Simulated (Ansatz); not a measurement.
A computed series for hypothetical I4_132 C: pressure series

The parent structure is C (space group I4_132, No. 214; a = 4.105 Å; a hypothetical phase, not in the database extracts checked).

Cell and atoms are relaxed at each pressure.

Level of theory: DFT with PBEsol, PAW potentials and a 420 eV plane-wave cutoff in Ansatz (a quantum-chemistry and plane-wave program), no spin-orbit coupling.

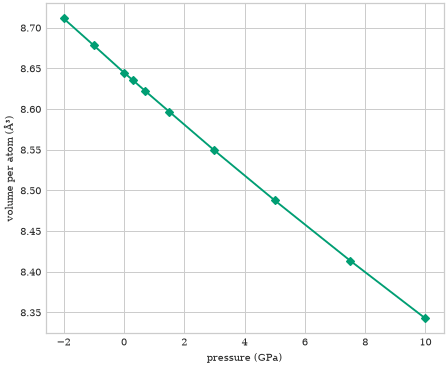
Volume per atom against pressure

Q: From the plot, what is the volume per atom for pressure 3 GPa?

A: About 8.55 Å³.

Q: Is the trend monotonic over the range shown?

A: Yes, it falls throughout, spanning 8.34 Å³ to 8.71 Å³.

Load acts through the strain it causes; cell and atoms are relaxed under it. Stability against distortions was not tested. No other phases were tried under pressure.
